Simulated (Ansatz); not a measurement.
**SiHF (SMILES F[SiH]) at PBE0/STO-3G**

Aim: the vertical electron affinity of SiHF at PBE0/STO-3G, from 2 runs. 

The results are computed with Ansatz 0.2.0.

61 further runs of the same task are left out: 7 that didn't finish, 54 set aside as unsound or not needed.

**1. Starting point**

SiHF: 3 atoms, total charge 0, spin state singlet. SMILES: `F[SiH]`. The shape is that of a PBE0-D4/def2-TZVP optimisation.

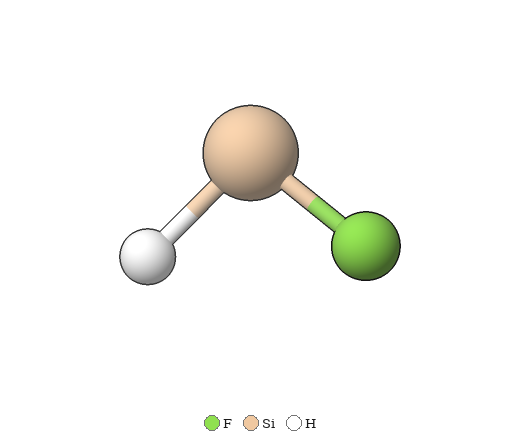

Viewed from a chosen angle; fluorine green, silicon light orange, hydrogen white.

**2. The energy at PBE0/STO-3G**

Input file job.yaml:

```yaml
crystal:
  periodic: [false, false, false]
  atoms:
    - symbol: F
      position_ang: [-1.090200, 0.024400, -0.602300]
    - symbol: Si
      position_ang: [0.186800, 0.629400, 0.173800]
    - symbol: H
      position_ang: [0.892400, -0.718600, 0.415300]
basis:
  gaussian:
    orbitals: STO-3G
accuracy: high
hamiltonian:
  xc: pbe0
total_charge: 0
```

Run with:

```
$ ansatz run job.yaml --threads 1 --pin off --max-ram 2610MiB --events-out events.jsonl --progress --plain --runs-dir runs
```

The program printed:

```text
Warning: RAYON_NUM_THREADS=1 ignored (pool sized by the plan → 1); use --threads N
Functional definition: PBE0
  name "PBE0"
  parameter a = 0.25
  parameter kappa = 0.804
  parameter beta = 0.06672455060314922
  exchange = (1 - a)*pbe_x(kappa = kappa, mu = beta*pi^2/3) + a*exact_x
  correlation = pbe_c(beta = beta)
246 factors; integrals over basis functions are off by at most 3.3e-8 eV
mean field evaluation 1: about -10471.7418 eV, gradient 1.5e1 eV
mean field evaluation 2: about -10469.4985 eV, gradient 3.3e1 eV
mean field evaluation 4: about -10472.7971 eV, gradient 6.6e-1 eV
mean field evaluation 8: about -10472.7933 eV, gradient 1.1e-3 eV
mean field evaluation 16: about -10472.7933 eV, gradient 7.9e-8 eV
mean field -10472.79329533 eV, -384.8680548893 hartree, gradient 7.9e-8 eV, S^2 0.000000; 0 other end points of the search recorded, 0 dependent functions left out
reference -10472.79329637 eV, -384.8680549272 hartree; 12, 12 occupied and 3, 3 virtual orbitals, 246 factors
Total energy: -10472.79329637 eV, -384.8680549272 hartree
```

Wall time 0.38 s (1 thread of AMD EPYC 9R14 (Zen 4), shared host).

**3. The doublet anion**

Input file molecule.yaml:

```yaml
crystal:
  periodic: [false, false, false]
  atoms:
    - {symbol: F, position_ang: [-1.090200, 0.024400, -0.602300]}
    - {symbol: Si, position_ang: [0.186800, 0.629400, 0.173800]}
    - {symbol: H, position_ang: [0.892400, -0.718600, 0.415300]}
basis:
  gaussian:
    orbitals: STO-3G
total_charge: -1
magnetization:
  spin_polarized: true
  initial_magnetization: 1
hamiltonian:
  xc: {name: PBE0}
accuracy: high
```

Run with:

```
$ ansatz run molecule.yaml --threads 1 --pin off --max-ram 2610MiB --events-out events.jsonl --progress --plain --runs-dir runs
```

The program printed:

```text
Warning: RAYON_NUM_THREADS=1 ignored (pool sized by the plan → 1); use --threads N
Functional definition: PBE0
  name "PBE0"
  parameter a = 0.25
  parameter kappa = 0.804
  parameter beta = 0.06672455060314922
  exchange = (1 - a)*pbe_x(kappa = kappa, mu = beta*pi^2/3) + a*exact_x
  correlation = pbe_c(beta = beta)
246 factors; integrals over basis functions are off by at most 3.3e-8 eV
mean field evaluation 1: about -10459.1859 eV, gradient 3.4e1 eV
mean field evaluation 2: about -10463.1135 eV, gradient 1.9e1 eV
mean field evaluation 4: about -10467.0719 eV, gradient 2.3e-1 eV
mean field evaluation 8: about -10467.0757 eV, gradient 6.4e-3 eV
mean field evaluation 16: about -10467.0757 eV, gradient 5.1e-7 eV
mean field -10467.07566641 eV, -384.6579359020 hartree, gradient 5.2e-8 eV, S^2 0.751251; 0 other end points of the search recorded, 0 dependent functions left out
reference -10467.07566752 eV, -384.6579359425 hartree; 13, 12 occupied and 2, 3 virtual orbitals, 246 factors
Total energy: -10467.07566752 eV, -384.6579359425 hartree
```

It took 0.68 s on 1 thread of AMD EPYC 9R14 (Zen 4), shared host; peak memory 0.14 GiB.

**4. What came out**

At PBE0/STO-3G:

```
                                         quantity          value
                       singlet SiHF: total energy  -384.86805 Eh
                      doublet anion: total energy  -384.65794 Eh
                              doublet anion: ⟨S²⟩          0.751
vertical electron affinity (to the doublet anion)      -5.718 eV
```

In words: The anion lies 5.72 eV (132 kcal/mol) above the neutral: the electron isn't bound at this level, and such a value depends on the basis. Without diffuse functions anions come out too high. In a minimal basis such a difference can be off by several eV, whatever the method.
